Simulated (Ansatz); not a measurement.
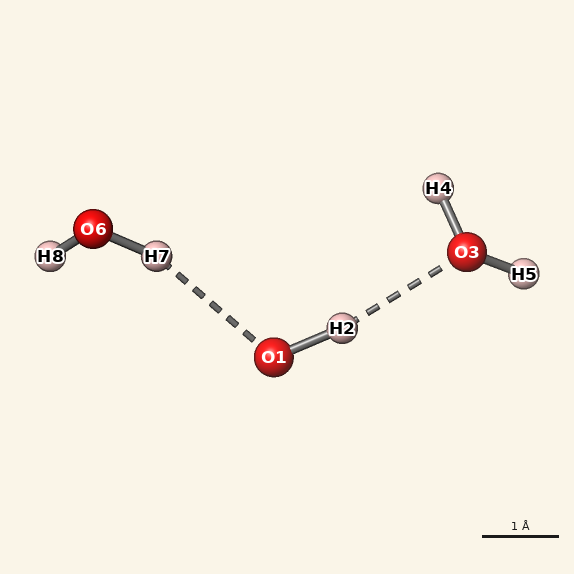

Source: calculation with Ansatz.

Broken lines mark hydrogen bonds. Charge 0, doublet. Geometry: a fixed input geometry, not necessarily a minimum.

Tabulate the hydrogen bonds (donors O, N, F, S, Cl) with their geometry.

```json
{"D–H···A": "O1–H2···O3", "D–H (Å)": "1.00", "H···A (Å)": "1.95", "angle (°)": "162", "kind": "intermolecular"}
{"D–H···A": "O6–H7···O1", "D–H (Å)": "0.94", "H···A (Å)": "2.09", "angle (°)": "162", "kind": "intermolecular"}
```
